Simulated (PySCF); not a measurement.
# CH4F2NV (SMILES [CH3][V](=[NH])([F])[F]): levels of theory compared

Aim: a comparison of 6 runs (BLYP/6-31G*, M06-L/6-31G*, PBE/6-31G*, SVWN5/6-31G*, revPBE/6-31G*, CCSD(T)/6-31G*) of CH4F2NV. 

The results are computed with PySCF 2.14.0.

### 1 The system as given

The species is CH4F2NV (9 atoms), meant as a singlet with charge 0. As SMILES, `[CH3][V](=[NH])([F])[F]`. One bond was lengthened or shortened from a relaxed shape.

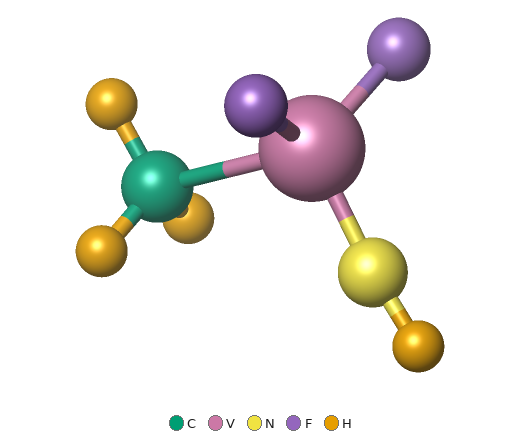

The structure, seen from a chosen angle (carbon teal, vanadium pink, nitrogen yellow, fluorine purple, hydrogen amber).

### 2 The energy at BLYP/6-31G(d) (spherical functions) (run 1)

run.py reads:

```python
from pyscf import gto, dft

mol = gto.Mole()
mol.atom = '''
C     -2.738744     0.153531    -0.926383
V      1.549764     0.170264    -0.284215
N      1.755367    -0.791039     2.573240
F      2.837424    -1.998763    -2.371795
F      2.547351     3.275273    -0.576555
H     -3.471769    -1.754904    -0.664845
H     -3.014833     0.789991    -2.875636
H     -3.639577     1.445914     0.403228
H      2.104777    -1.386114     4.355252
'''
mol.charge = 0
mol.unit = 'bohr'
mol.max_memory = 1860
mol.basis = '6-31g*'
mol.verbose = 4
mol.build()

ks = dft.RKS(mol, xc='blyp')
ks.grids.level = 5
ks.conv_tol = 1e-10
ks.kernel()
if not ks.converged:
    ks = ks.newton().run(ks.mo_coeff, ks.mo_occ)

e_final = ks.e_tot
print('Final energy', e_final)
```

Command:

```
$ OMP_NUM_THREADS=1 python run.py
```

Log:

```text
PySCF version 2.14.0

[... 87 lines left out ...]
converged SCF energy = -1238.98165291279
Final energy -1238.981652912789
```

It took 72 s on 1 thread of Intel Xeon at 2.50GHz (Skylake/Cascade Lake), shared host; peak memory 0.51 GiB.

### 3 The energy at M06-L/6-31G(d) (spherical functions) (run 2)

geometry.xyz reads:

```xyz
9
CH4F2NV
C     -1.449281     0.081245    -0.490221
V      0.820100     0.090100    -0.150400
N      0.928900    -0.418600     1.361700
F      1.501500    -1.057700    -1.255100
F      1.348000     1.733200    -0.305100
H     -1.837181    -0.928655    -0.351821
H     -1.595381     0.418045    -1.521721
H     -1.925981     0.765145     0.213379
H      1.113800    -0.733500     2.304700
```

calc.py reads:

```python
from pyscf import gto, dft

mol = gto.M(
    atom='geometry.xyz',
    basis='6-31g*',
    verbose=4,
    max_memory=1860,
)

myscf = dft.RKS(mol, xc='m06-l')
myscf.conv_tol = 1e-10
myscf.grids.level = 5
myscf.kernel()
if not myscf.converged:
    myscf = myscf.newton().run(myscf.mo_coeff, myscf.mo_occ)

e_tot = myscf.e_tot
print('Final energy', e_tot)
```

Command:

```
$ OMP_NUM_THREADS=1 python calc.py
```

Log:

```text
PySCF version 2.14.0

[... 85 lines left out ...]
converged SCF energy = -1238.92538299123
Final energy -1238.9253829912295
```

Wall time 1.9 min (1 thread of Intel Xeon at 2.50GHz (Skylake/Cascade Lake), shared host); peak memory 0.53 GiB.

Runs 3 to 5 aren't shown in full; the table further down has their settings and results.

### 4 The energy at CCSD(T)/6-31G(d) (spherical functions) (run 6)

calc.py reads:

```python
from pyscf import gto, cc

mol = gto.M(
    atom='''
C   -1.449281   0.081245  -0.490221
V    0.820100   0.090100  -0.150400
N    0.928900  -0.418600   1.361700
F    1.501500  -1.057700  -1.255100
F    1.348000   1.733200  -0.305100
H   -1.837181  -0.928655  -0.351821
H   -1.595381   0.418045  -1.521721
H   -1.925981   0.765145   0.213379
H    1.113800  -0.733500   2.304700
''',
    spin=0,
    basis='6-31g*',
    charge=0,
    verbose=4,
    max_memory=1860,
)

mf = mol.RHF()
mf.conv_tol = 1e-10
mf.kernel()
if not mf.converged:
    mf = mf.newton().run(mf.mo_coeff, mf.mo_occ)

mycc = cc.CCSD(mf, frozen=9)
mycc.kernel()
e_t = mycc.ccsd_t()
etot = mycc.e_tot + e_t
print(f'total energy: {etot:.8f} hartree')
```

Command:

```
$ OMP_NUM_THREADS=1 python calc.py
```

Log:

```text
PySCF version 2.14.0

[... 85 lines left out ...]
converged SCF energy = -1236.26698384442
[... 12 lines left out ...]
Init t2, MP2 energy = -1237.39486892542  E_corr(MP2) -1.12788508100721
[... 21 lines left out ...]
CCSD converged
[... 2 lines left out ...]
total energy: -1237.41106058 hartree
```

Run time: 3.7 min. Hardware: 1 thread of Intel Xeon at 2.50GHz (Skylake/Cascade Lake), shared host; peak memory 0.72 GiB.

### 5 Overview of the runs

| run | level | integration grid | frozen core orbitals | energy (Eh) | dipole moment (D) of the reference | HOMO energy (eV) | LUMO energy (eV) | wall time |
| --- | --- | --- | --- | --- | --- | --- | --- | --- |
| 1 | BLYP/6-31G* (spherical functions) | 5 | – | -1238.981653 | 1.60 | -6.34 | -3.58 | 72 s |
| 2 | M06-L/6-31G* (spherical functions) | 5 | – | -1238.925383 | 1.71 | -6.81 | -3.80 | 1.9 min |
| 3 | PBE/6-31G* (spherical functions) | 5 | – | -1238.466669 | 1.61 | -6.51 | -3.73 | 75 s |
| 4 | SVWN5/6-31G* (spherical functions) | 5 | – | -1234.775997 | 1.71 | -6.65 | -3.97 | 44 s |
| 5 | revPBE/6-31G* (spherical functions) | 5 | – | -1238.804207 | 1.58 | -6.46 | -3.65 | 71 s |
| 6 | CCSD(T)/6-31G* (spherical functions) | – | 9 | -1237.411061 | 2.57 | -11.02 | 1.28 | 3.7 min |

### 6 Summary of results

| quantity | value |
| --- | --- |
| run 6: total energy | -1237.41106 Eh |
| run 6: dipole moment (Hartree–Fock density) | 2.57 D |
| run 6: HOMO energy (Hartree–Fock orbitals) | -11.02 eV |
| run 6: LUMO energy (Hartree–Fock orbitals) | 1.28 eV |
| run 6: HOMO–LUMO gap (Hartree–Fock orbitals) | 12.30 eV |
| run 6: correlation energy (9 core orbitals frozen) | -1144.1 mEh |
| run 6: (T) correction | -65.57 mEh |
| run 6: T1 diagnostic | 0.033 |

Over runs 1, 2, 3, 4, 5 the dipole moment (its size) runs from 1.58 D (revPBE/6-31G*) to 1.71 D (M06-L/6-31G*). Over runs 1, 2, 3, 4, 5 the HOMO–LUMO gap runs from 2.68 eV (SVWN5/6-31G*) to 3.01 eV (M06-L/6-31G*). Totals of different functionals can't be ranked against each other. In run 6 the T1 diagnostic is large, so a single reference may not serve. All runs together took 10 min, the longest 3.7 min.
